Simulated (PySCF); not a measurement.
# C₇H₁₉GeNSi: geometry, NMR shifts

Wanted: the NMR shifts of C₇H₁₉GeNSi (`C=C(C)[C@@](C)(CC)[GeH2][NH][SiH3]`), by calculation.

Computed with PySCF 2.14.0, with density-fitted response routines of our own, on a single molecule in the gas phase. Atoms are numbered from 0 throughout.

### Step 1. The molecule as given

29 atoms, charge 0, multiplicity 1; geometry from: GFN2-xTB.

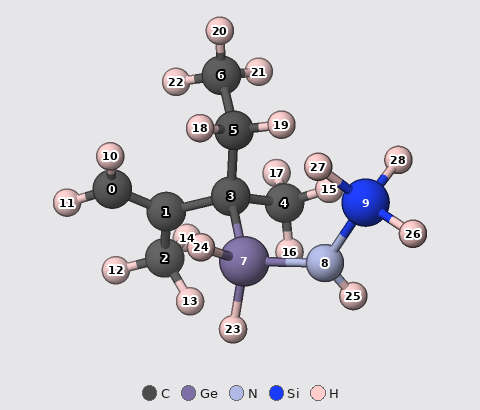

The starting geometry (carbon dark grey, germanium purple, nitrogen light blue, silicon blue, hydrogen pink), atoms numbered.

### Step 2. Relaxing the molecule at PBE0-D3(BJ)/def2-SVP

The job: settings as JSON, then the geometry in Å.

```
{"job": {"xc": "PBE0", "basis": "def2-SVP", "d3": "d3bj", "grid": 1, "kind": "geom"}, "charge": 0, "multiplicity": 1}
C     -2.349750     0.192857     1.369688
C     -1.469280    -0.673012     0.881329
C     -1.575034    -2.125994     1.241368
C     -0.295104    -0.268447     0.030469
C      0.207918    -1.396623    -0.868648
C     -0.554058     0.985492    -0.812130
C     -1.688423     0.834192    -1.820900
Ge     1.177332     0.206939     1.355259
N      2.825949     0.456492     0.604268
Si     3.297662     1.633769    -0.571828
H     -2.319971     1.247363     1.161695
H     -3.156359    -0.133164     2.005264
H     -2.376003    -2.281533     1.959880
H     -0.641154    -2.475251     1.683980
H     -1.781531    -2.733335     0.361528
H      1.021040    -1.025384    -1.492806
H      0.590888    -2.232676    -0.285276
H     -0.581486    -1.767353    -1.520297
H     -0.773079     1.828411    -0.151859
H      0.367631     1.233853    -1.347194
H     -1.882251     1.786788    -2.309757
H     -1.434204     0.107883    -2.588724
H     -2.599680     0.509290    -1.324273
H      1.418159    -0.866018     2.400704
H      0.847332     1.499440     2.063351
H      3.411400    -0.363853     0.622135
H      4.738954     1.825191    -0.399523
H      2.520764     2.837140    -0.285758
H      3.032431     1.185495    -1.951088
```

The log of the run:

```text
step   0  E = -2698.07603162  max force = 0.012317
step   1  E = -2698.08240975  max force = 0.004037
step   2  E = -2698.08279849  max force = 0.001341
step   3  E = -2698.08285083  max force = 0.000521
step   4  E = -2698.08288982  max force = 0.001279
step   5  E = -2698.08292651  max force = 0.001127
step   6  E = -2698.08296548  max force = 0.000786
step   7  E = -2698.08302224  max force = 0.000582
step   8  E = -2698.08304497  max force = 0.000268
step   9  E = -2698.08306211  max force = 0.000157
step  10  E = -2698.08306943  max force = 0.000376
optimisation converged
```

It took 15 min on 1 thread, shared host.

Step by step:

| step | energy from step 0 (eV) | largest force component (eV/Å) |
| --- | --- | --- |
| 0 | 0.0000 | 0.6334 |
| 1 | -0.1736 | 0.2076 |
| 2 | -0.1841 | 0.0690 |
| 3 | -0.1856 | 0.0268 |
| 4 | -0.1866 | 0.0658 |
| 5 | -0.1876 | 0.0580 |
| 6 | -0.1887 | 0.0404 |
| 7 | -0.1902 | 0.0299 |
| 8 | -0.1908 | 0.0138 |
| 9 | -0.1913 | 0.0081 |
| 10 | -0.1915 | 0.0193 |

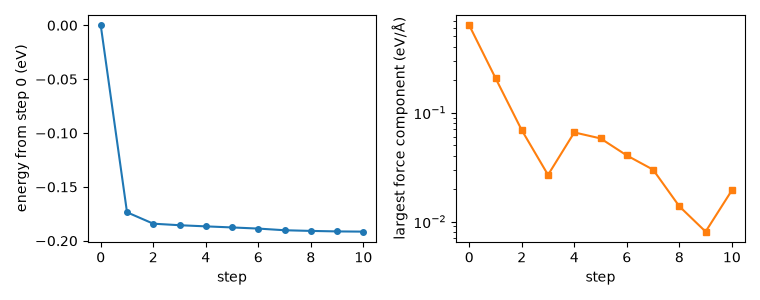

Energy and force, step by step.

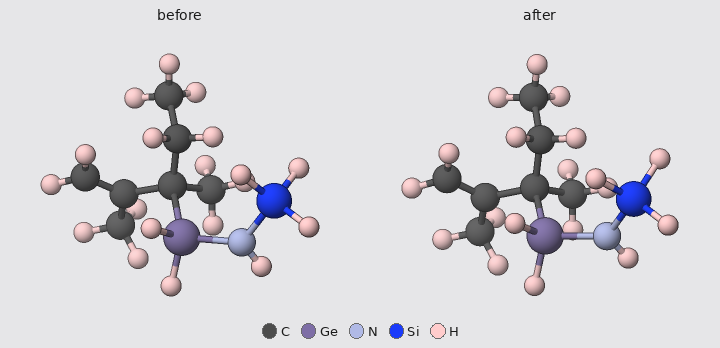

The geometry before (left) and after (right).

Close pairs (by a distance rule), those that changed most:

| bond | before (Å) | after (Å) | change (Å) |
| --- | --- | --- | --- |
| C3–Ge7 | 2.037 | 1.993 | -0.044 |
| Si9–H27 | 1.461 | 1.494 | +0.034 |
| Si9–H26 | 1.464 | 1.497 | +0.033 |
| Ge7–H24 | 1.510 | 1.539 | +0.029 |
| Si9–H28 | 1.474 | 1.501 | +0.027 |
| Ge7–H23 | 1.517 | 1.543 | +0.026 |
| Ge7–N8 | 1.829 | 1.846 | +0.017 |
| C0–H10 | 1.075 | 1.092 | +0.017 |

The next job starts from the end point, and lists it.

| at the end point | value |
| --- | --- |
| point group (found at 0.08 Å tolerance) | C1 |
| rotational constants (GHz, main isotopes) | 1.215, 0.557, 0.467 |
| dipole moment (D) | 1.46 |

### Step 3. Shielding tensors: PBE0/pcSseg-1

The job: settings as JSON, then the geometry in Å.

```
{"job": {"kind": "nmr", "xc": "PBE0", "basis": "pcSseg-1"}, "charge": 0, "multiplicity": 1}
C     -2.417253     0.665673     1.155662
C     -1.526006    -0.235516     0.710037
C     -1.607497    -1.661386     1.180279
C     -0.376911     0.128067    -0.209191
C      0.135560    -1.043192    -1.052075
C     -0.652381     1.349588    -1.104493
C     -1.753109     1.154490    -2.139438
Ge     1.083265     0.673265     1.032851
N      2.672317     0.905645     0.123314
Si     3.187612     2.293848    -0.777154
H     -2.408673     1.710832     0.840101
H     -3.197617     0.373588     1.862892
H     -2.397685    -1.783576     1.933297
H     -0.657131    -1.999077     1.625140
H     -1.824703    -2.345619     0.344420
H      0.991384    -0.718003    -1.663733
H      0.475242    -1.891773    -0.439968
H     -0.639040    -1.425345    -1.736726
H     -0.889867     2.226285    -0.479842
H      0.285718     1.611315    -1.625885
H     -1.911324     2.077485    -2.717532
H     -1.500984     0.359200    -2.856866
H     -2.707491     0.886350    -1.662601
H      1.335443    -0.416028     2.096323
H      0.712014     2.026712     1.665620
H      3.245792     0.070235     0.054550
H      4.650568     2.545020    -0.580250
H      2.402636     3.465012    -0.282187
H      2.962589     2.187410    -2.257800
```

Level: GIAO PBE0/pcSseg-1 NMR shielding, non-relativistic, gas phase.

The log of the run:

```text
coarse grid: 102176 points
cycle   1  E = -2698.2437941821  dE = -2.268e-02  |g| = 1.030e+00  |ddm| = 4.845e+00
cycle   2  E = -2698.1646749614  dE =  7.912e-02  |g| = 1.166e+00  |ddm| = 1.478e+00
cycle   3  E = -2698.3656289050  dE = -2.010e-01  |g| = 1.615e-01  |ddm| = 9.613e-01
cycle   4  E = -2698.3703933958  dE = -4.764e-03  |g| = 6.946e-02  |ddm| = 1.846e-01
cycle   5  E = -2698.3713294685  dE = -9.361e-04  |g| = 1.189e-02  |ddm| = 6.927e-02
cycle   6  E = -2698.3713618911  dE = -3.242e-05  |g| = 3.090e-03  |ddm| = 1.824e-02
cycle   7  E = -2698.3713638780  dE = -1.987e-06  |g| = 1.160e-03  |ddm| = 4.176e-03
final grid: 216480 points
cycle   8  E = -2698.3713977424  dE =  1.238e-07  |g| = 1.747e-03  |ddm| = 6.054e-03
cycle   9  E = -2698.3713962959  dE =  1.447e-06  |g| = 2.952e-03  |ddm| = 5.387e-03
cycle  10  E = -2698.3713985153  dE = -2.219e-06  |g| = 2.694e-04  |ddm| = 3.315e-03
cycle  11  E = -2698.3713985336  dE = -1.830e-08  |g| = 3.756e-05  |ddm| = 3.222e-04
cycle  12  E = -2698.3713985339  dE = -2.774e-10  |g| = 8.587e-06  |ddm| = 4.170e-05
converged SCF energy = -2698.3713985339

GIAO shielding tensors (ppm)
atom      isotropic    diamagn.    paramagn.     s11        s22        s33       span
  0 C       68.215     254.314    -186.099    -38.116     92.127    150.634    188.750
  1 C       30.609     262.276    -231.667    -92.142     29.387    154.582    246.723
  2 C      158.955     247.590     -88.635    144.438    152.162    180.263     35.825
  3 C      144.698     252.986    -108.287    124.117    151.826    158.151     34.034
  4 C      166.468     249.911     -83.442    152.492    167.619    179.293     26.801
  5 C      154.820     250.294     -95.474    144.196    151.637    168.627     24.431
  6 C      177.919     246.429     -68.510    168.307    179.517    185.933     17.625
  7 Ge    1361.105    2760.514   -1399.410   1237.975   1369.930   1475.408    237.433
  8 N      263.459     329.032     -65.573    238.811    256.779    294.787     55.976
  9 Si     401.009     878.863    -477.854    358.920    367.336    476.772    117.851
 10 H       26.360      34.793      -8.433     22.558     24.131     32.390      9.832
 11 H       26.021      31.112      -5.091     23.288     24.534     30.241      6.952
 12 H       29.598      29.925      -0.327     25.312     27.775     35.708     10.396
 13 H       29.459      31.889      -2.430     24.515     29.928     33.933      9.418
 14 H       29.447      30.461      -1.014     24.650     28.835     34.856     10.206
 15 H       30.329      34.513      -4.184     25.696     29.590     35.700     10.004
 16 H       30.039      34.133      -4.094     26.299     28.090     35.728      9.429
 17 H       29.865      33.702      -3.837     25.380     28.009     36.207     10.827
 18 H       29.285      36.288      -7.003     25.080     29.060     33.713      8.632
 19 H       29.771      35.841      -6.070     23.307     31.081     34.924     11.617
 20 H       30.546      28.119       2.428     25.398     27.484     38.757     13.359
 21 H       30.463      30.862      -0.400     24.774     30.000     36.613     11.839
 22 H       30.016      30.807      -0.791     24.004     30.368     35.676     11.673
 23 H       26.665      31.653      -4.988     19.174     23.491     37.329     18.154
 24 H       27.129      32.927      -5.798     20.947     23.573     36.867     15.920
 25 H       31.937      34.088      -2.151     22.137     28.862     44.813     22.676
 26 H       26.354      26.667      -0.313     22.190     24.030     32.843     10.653
 27 H       26.676      29.507      -2.831     23.444     25.415     31.170      7.726
 28 H       26.370      29.283      -2.914     22.053     25.294     31.762      9.710
```

Run time: 2.9 min. Hardware: 1 thread, shared host.

The references, computed at this level on geometries of the same kind, shield at (ppm): ¹H TMS 31.27, ¹³C TMS 184.4, ²⁹Si TMS 352.0, ¹⁵N NH3 265.7, ⁷³Ge GeMe4 1330. Their shielding less the atom's gives the shift. The references are single molecules in the gas phase, so shifts against H2O, NH3, PH3, H3PO4 or CFCl3 are not on the usual liquid scales and can be off by tens of ppm. Atoms listed in one row are averaged.

| atoms | environment | σ (ppm) | δ (ppm) |
| --- | --- | --- | --- |
| C1 | fully substituted alkene carbon | 30.6 | 153.8 |
| C0 | terminal =CH2 carbon | 68.2 | 116.2 |
| C3 | allylic fully substituted sp3 carbon bonded to Ge | 144.7 | 39.7 |
| C5 | sp3 CH2 | 154.8 | 29.6 |
| C2 | allylic methyl carbon | 159.0 | 25.5 |
| C4 | methyl carbon | 166.5 | 17.9 |
| C6 | methyl carbon | 177.9 | 6.5 |
| H11 | hydrogen on a terminal =CH2 carbon | 26.02 | 5.25 |
| H10 | hydrogen on a terminal =CH2 carbon | 26.36 | 4.91 |
| H26, H27, H28 | hydrogen on a silicon bonded to N | 26.47 | 4.80 |
| H23 | hydrogen on a germanium bonded to C, N | 26.66 | 4.60 |
| H24 | hydrogen on a germanium bonded to C, N | 27.13 | 4.14 |
| H18 | hydrogen on an sp3 CH2 | 29.28 | 1.98 |
| H12, H13, H14 | hydrogen on an allylic methyl carbon | 29.50 | 1.77 |
| H19 | hydrogen on an sp3 CH2 | 29.77 | 1.50 |
| H15, H16, H17 | hydrogen on a methyl carbon | 30.08 | 1.19 |
| H20, H21, H22 | hydrogen on a methyl carbon | 30.34 | 0.93 |
| H25 | hydrogen on a nitrogen bonded to Ge, Si | 31.94 | -0.67 |
| Ge7 | germanium bonded to C, N, 2 H | 1361 | -31 |
| N8 | nitrogen bonded to Ge, Si, H | 263.5 | 2.2 |
| Si9 | silicon bonded to N, 3 H | 401.0 | -49.0 |

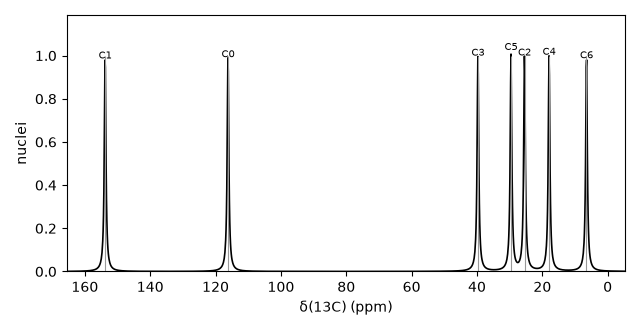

¹³C lines at the computed shifts, without couplings. Lines are broadened to a width of 0.59 ppm (Lorentzian).

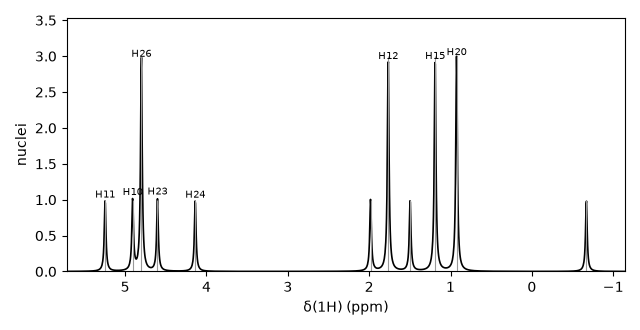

¹H lines at the computed shifts, without couplings. Lines are broadened to a width of 0.02 ppm (Lorentzian).

Charges from the same density, by scheme (e):

| atoms | Mulliken | IAO | Hirshfeld | ESP fit |
| --- | --- | --- | --- | --- |
| C0 | -0.09 | -0.36 | -0.12 | -0.72 |
| C1 | -0.27 | 0.02 | 0.01 | 0.29 |
| C2 | -0.17 | -0.41 | -0.12 | -0.53 |
| C3 | -0.77 | -0.19 | -0.05 | 0.20 |
| C4 | -0.15 | -0.41 | -0.12 | -0.54 |
| C5 | -0.21 | -0.24 | -0.07 | 0.24 |
| C6 | -0.23 | -0.41 | -0.12 | -0.44 |
| Ge7 | 0.72 | 0.74 | 0.38 | 0.22 |
| N8 | -0.91 | -0.89 | -0.33 | -0.66 |
| Si9 | 0.60 | 0.72 | 0.33 | 0.47 |

IAO charges:

C0 -0.36; C1 0.02; C2 -0.41; C3 -0.19; C4 -0.41; C5 -0.24; C6 -0.41; Ge7 0.74; N8 -0.89; Si9 0.72; H10 0.14; H11 0.14; H12 0.14; H13 0.14; H14 0.15; H15 0.14; H16 0.13; H17 0.13; H18 0.12; H19 0.12; H20 0.14; H21 0.13; H22 0.14; H23 -0.10; H24 -0.09; H25 0.26; H26 -0.13; H27 -0.13; H28 -0.16

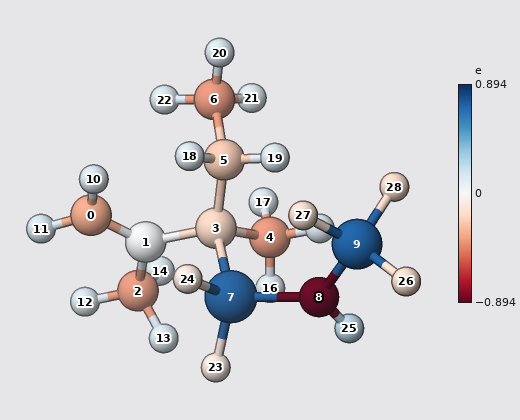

IAO charges, as colours on the atoms.

Mayer bond orders: C0–C1 1.96, C1–C2 1.07, C1–C3 0.92, C3–C4 1.02, C3–C5 1.02, C5–C6 1.07, C3–Ge7 0.80, Ge7–N8 0.81, N8–Si9 0.98.

### Step 4. Nuclear shieldings: KT2/pcSseg-1

Same as in step 3 but for these lines:

```diff
@@ -1,2 +1,2 @@
-{"job": {"kind": "nmr", "xc": "PBE0", "basis": "pcSseg-1"}, "charge": 0, "multiplicity": 1}
+{"job": {"kind": "nmr", "xc": "KT2", "basis": "pcSseg-1", "pop": false}, "charge": 0, "multiplicity": 1}
 C     -2.417253     0.665673     1.155662
```

Method: GIAO KT2/pcSseg-1 NMR shielding, non-relativistic, gas phase.

The log of the run:

```text
coarse grid: 102176 points
cycle   1  E = -2715.8174787219  dE = -1.275e-01  |g| = 9.790e-01  |ddm| = 4.891e+00
cycle   2  E = -2715.4373323772  dE =  3.801e-01  |g| = 1.567e+00  |ddm| = 2.408e+00
cycle   3  E = -2715.9875979289  dE = -5.503e-01  |g| = 2.721e-01  |ddm| = 1.876e+00
cycle   4  E = -2716.0027925096  dE = -1.519e-02  |g| = 1.148e-01  |ddm| = 3.757e-01
cycle   5  E = -2716.0057256249  dE = -2.933e-03  |g| = 3.419e-02  |ddm| = 1.622e-01
cycle   6  E = -2716.0060202597  dE = -2.946e-04  |g| = 1.350e-02  |ddm| = 5.390e-02
cycle   7  E = -2716.0060632790  dE = -4.302e-05  |g| = 4.928e-03  |ddm| = 1.759e-02
cycle   8  E = -2716.0060691583  dE = -5.879e-06  |g| = 1.466e-03  |ddm| = 6.783e-03
final grid: 216480 points
cycle   9  E = -2716.0060950259  dE =  1.647e-06  |g| = 3.148e-03  |ddm| = 8.571e-03
cycle  10  E = -2716.0060819227  dE =  1.310e-05  |g| = 7.637e-03  |ddm| = 1.264e-02
cycle  11  E = -2716.0060975264  dE = -1.560e-05  |g| = 7.349e-04  |ddm| = 8.976e-03
cycle  12  E = -2716.0060976636  dE = -1.372e-07  |g| = 9.317e-05  |ddm| = 8.481e-04
cycle  13  E = -2716.0060976657  dE = -2.093e-09  |g| = 2.292e-05  |ddm| = 1.249e-04
cycle  14  E = -2716.0060976658  dE = -1.210e-10  |g| = 8.805e-06  |ddm| = 3.271e-05
converged SCF energy = -2716.0060976658

GIAO shielding tensors (ppm)
atom      isotropic    diamagn.    paramagn.     s11        s22        s33       span
  0 C       76.510     254.904    -178.394    -16.867     97.705    148.692    165.560
  1 C       39.690     262.239    -222.549    -67.286     36.348    150.006    217.292
  2 C      157.628     249.632     -92.003    143.146    150.399    179.340     36.194
  3 C      138.961     255.077    -116.116    118.059    147.392    151.432     33.373
  4 C      164.838     251.162     -86.325    150.269    165.830    178.415     28.146
  5 C      151.482     251.834    -100.352    139.770    149.028    165.647     25.877
  6 C      176.509     247.771     -71.262    166.611    177.989    184.926     18.315
  7 Ge    1362.538    2765.726   -1403.188   1236.761   1369.093   1481.759    244.998
  8 N      255.077     327.892     -72.816    226.505    251.334    287.391     60.886
  9 Si     409.315     881.828    -472.513    366.044    371.887    490.014    123.970
 10 H       26.396      35.350      -8.954     22.992     24.122     32.073      9.081
 11 H       26.088      30.834      -4.746     23.475     24.708     30.081      6.606
 12 H       29.574      29.660      -0.086     25.608     27.760     35.354      9.746
 13 H       29.294      32.694      -3.400     24.503     29.657     33.723      9.220
 14 H       29.303      30.809      -1.506     24.651     28.643     34.616      9.965
 15 H       30.167      34.849      -4.682     25.731     29.541     35.229      9.499
 16 H       29.885      34.562      -4.677     26.250     28.106     35.300      9.050
 17 H       29.671      33.921      -4.250     25.313     27.968     35.731     10.419
 18 H       29.065      36.649      -7.585     25.121     28.907     33.166      8.045
 19 H       29.550      36.219      -6.669     23.385     30.891     34.374     10.989
 20 H       30.455      27.821       2.633     25.523     27.550     38.291     12.768
 21 H       30.350      31.250      -0.900     24.836     29.931     36.284     11.447
 22 H       29.842      31.230      -1.387     23.936     30.291     35.300     11.364
 23 H       26.366      31.936      -5.570     19.008     23.282     36.808     17.799
 24 H       26.930      33.192      -6.262     20.890     23.524     36.376     15.486
 25 H       31.699      34.065      -2.366     22.223     28.859     44.015     21.792
 26 H       26.089      26.610      -0.521     21.920     23.815     32.532     10.612
 27 H       26.463      29.736      -3.273     23.424     25.112     30.852      7.427
 28 H       26.057      29.401      -3.344     21.685     24.935     31.551      9.865
```

It took 3.4 min on 1 thread, shared host.

This run: δ C1 143.5, C0 106.7, C3 44.3, C5 31.7, H11 5.09, H26 4.98 ppm (means over like atoms).

### Step 5. Run by run: NMR shifts

Shifts (ppm) of some atoms, chosen among heavy atoms and hydrogens apart, means over like atoms, with basis size and wall time:

| run | C1 | C0 | C3 | H26 | H23 | Ge7 | N8 | functions | time |
| --- | --- | --- | --- | --- | --- | --- | --- | --- | --- |
| PBE0/pcSseg-1 | 153.8 | 116.2 | 39.7 | 4.80 | 4.60 | -31 | 2.2 | 296 | 2.9 min |
| KT2/pcSseg-1 | 143.5 | 106.7 | 44.3 | 4.98 | 4.81 | -39 | 9.2 | 296 | 3.4 min |

### Step 6. Results

| quantity | value |
| --- | --- |
| point group | C1 |
| rotational constants (main isotopes) | 1.22, 0.56, 0.47 GHz |
| ¹³C shifts against TMS (PBE0/pcSseg-1) | 153.8, 116.2, 39.7, 29.6, 25.5, 17.9, 6.5 ppm |
| ¹H shifts against TMS (PBE0/pcSseg-1, means over atoms taken as alike) | 5.25, 4.91, 4.80, 4.60, 4.14, 1.98, 1.77, 1.50, 1.19, 0.93, -0.67 ppm |
| ⁷³Ge shifts against GeMe4 (PBE0/pcSseg-1) | -31 ppm |
| ¹⁵N shifts against NH3 (PBE0/pcSseg-1) | 2.2 ppm |
| ²⁹Si shifts against TMS (PBE0/pcSseg-1) | -49.0 ppm |
| range of the shift of C1 | 143.5 to 153.8 ppm |

The optimisation took 10 steps and gained 0.192 eV; among the close pairs (by a distance rule), C3–Ge7 changed most, from 2.037 to 1.993 Å. The most deshielded carbon is C1 (fully substituted alkene carbon), at 153.8 ppm: the olefinic region. Across the 2 runs the shift of C1 moves most, between 143.5 (KT2/pcSseg-1) and 153.8 ppm (PBE0/pcSseg-1). Spin-orbit coupling is left out, which matters for shieldings and couplings at and beside the heavy atoms.
